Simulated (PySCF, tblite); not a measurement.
**C4H9BCl−: geometry, infrared bands and NMR shifts**

Wanted: the infrared bands and NMR shifts of C4H9BCl− (`Cl[BH2-]C1CCC1`), by calculation.

Programs: tblite 0.8.0 and PySCF 2.14.0, with density-fitted response routines of our own. Each step states its level of theory. These are calculated values for one molecule in the gas phase, unless marked as measured. Atoms count from 0, in the outputs and in this text.

### Step 1. The starting structure

15 atoms, charge -1, multiplicity 1; geometry from: force field or distance geometry start.

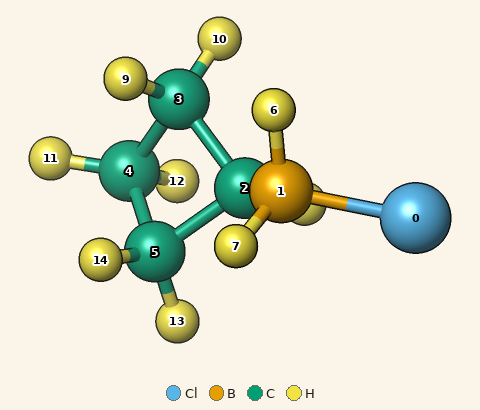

As it starts; chlorine blue, boron amber, carbon teal, hydrogen yellow, atoms numbered.

### Step 2. Geometry optimisation with GFN2-xTB

Job settings and geometry (Å):

```
{"job": {"kind": "relax", "xc": "GFN2-xTB", "basis": "xTB"}, "charge": -1, "multiplicity": 1}
Cl     2.617800    -1.392500    -1.315400
B      1.790000    -0.354100    -0.024300
C      0.270800    -0.293600    -0.380500
C     -0.360500     1.108600    -0.330600
C     -1.638100     0.371600     0.088700
C     -0.716000    -0.648600     0.732000
H      2.269900     0.739600    -0.131800
H      2.025400    -0.722500     1.088800
H      0.017200    -0.878200    -1.284100
H      0.009600     1.731000     0.519700
H     -0.403400     1.596200    -1.302000
H     -2.303600     0.915100     0.760400
H     -2.099900    -0.100900    -0.797100
H     -1.106300    -1.687100     0.606900
H     -0.377300    -0.376700     1.747400
```

Command:

```sh
> OMP_NUM_THREADS=1 python probes_run.py task.json out
```

One launch serves the whole session: the jobs run in the order shown.

**Question.** This job is followed by: GFN2-xTB harmonic vibrations, gas phase; GIAO PBE0/pcSseg-1 NMR shielding, non-relativistic, gas phase. What will the session give for the following? strongest single infrared mode (GFN2-xTB); zero-point energy (GFN2-xTB); 13C shifts against TMS (PBE0/pcSseg-1, means over atoms taken as alike); 1H shifts against TMS (PBE0/pcSseg-1, means over atoms taken as alike); 35Cl shifts against HCl (PBE0/pcSseg-1); 11B shifts against BF3·OEt2 (PBE0/pcSseg-1).

The runs gave:

| quantity | value |
| --- | --- |
| strongest single infrared mode (GFN2-xTB) | 2278 cm⁻¹, 332 km/mol |
| zero-point energy (GFN2-xTB) | 76.2 kcal/mol |
| 13C shifts against TMS (PBE0/pcSseg-1, means over atoms taken as alike) | 36.6, 29.2, 22.2 ppm |
| 1H shifts against TMS (PBE0/pcSseg-1, means over atoms taken as alike) | 2.55, 1.81, 1.75, 1.74, 1.66, 1.62 ppm |
| 35Cl shifts against HCl (PBE0/pcSseg-1) | -115 ppm |
| 11B shifts against BF3·OEt2 (PBE0/pcSseg-1) | -13.5 ppm |

**Reading.** The optimisation took 97 steps and gained 0.665 eV; among the close pairs (by a distance rule), B1–C2 changed most, from 1.562 to 1.631 Å. No mode is imaginary among the 39: a minimum at this level. The strongest single mode, at 2278 cm⁻¹, moves mainly H6 and H7. Unscaled tight-binding wavenumbers are off by several per cent, some by more. Its intensities can rank the bands wrongly. At PBE0/pcSseg-1: The largest span, 130 ppm, is at Cl0, where the paramagnetic term is -83 ppm.
